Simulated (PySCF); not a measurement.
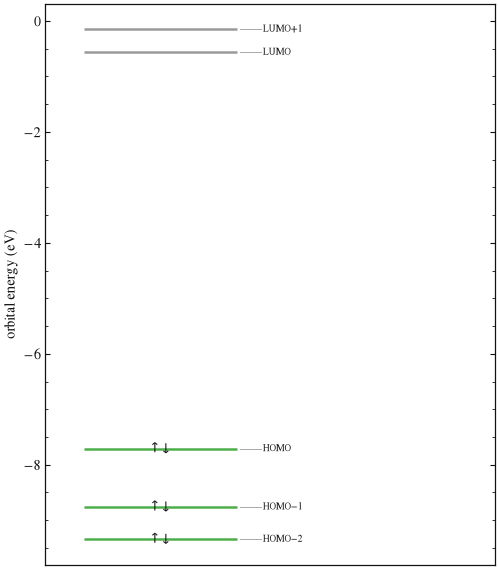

Kohn-Sham orbital energies near the frontier, PBE0/def2-SVPD in PySCF, at a GFN2-xTB geometry (no frequency check), isolated molecule; empty levels in grey, levels within 0.03 eV side by side.

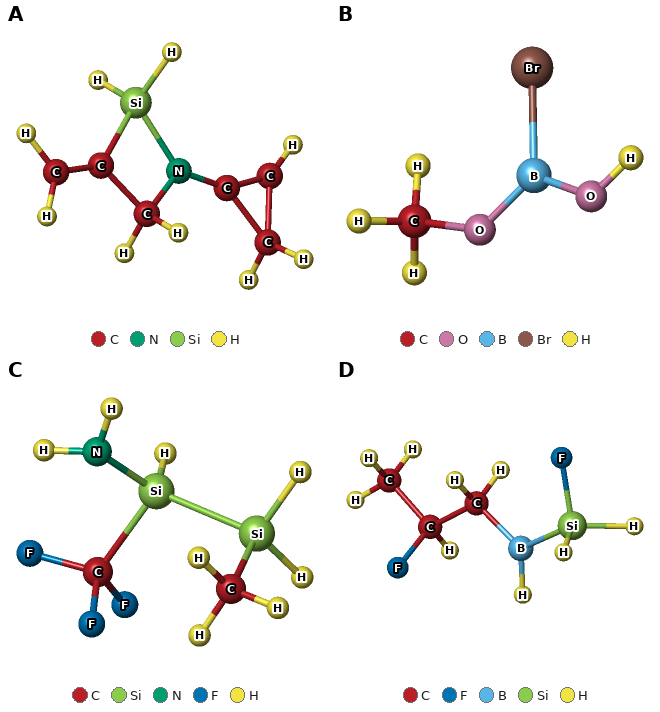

Which molecule has this level scheme? Choose among the lettered structures.

Answer. Structure C, C₂H₈F₃NSi₂, SMILES C[SiH2][Si@H](N)C(F)(F)F. HOMO −7.71 eV, LUMO −0.56 eV, separation 7.15 eV.

Note: the tight-binding geometry is rougher than a DFT one and adds to the error; one conformer of a flexible molecule; empty levels above zero depend strongly on the basis.
